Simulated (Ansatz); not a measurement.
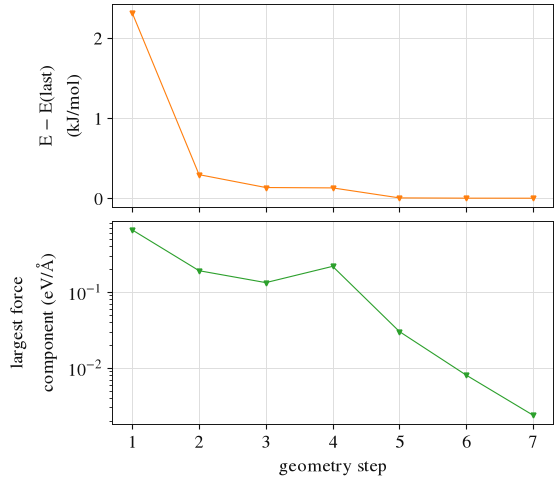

History of a geometry optimisation.

- system: C2H2B, multiplicity 2
- method: Ansatz, UKS PBE0-D4/def2-TZVP

> How did it end, and what did it gain?

The optimisation met its thresholds at geometry 7, counting the start as the first. The energy fell by about 2.3 kJ/mol from the first step to the last. The largest force component goes from about 0.66 eV/Å at the start to 2.4 × 10⁻³ eV/Å at the end.
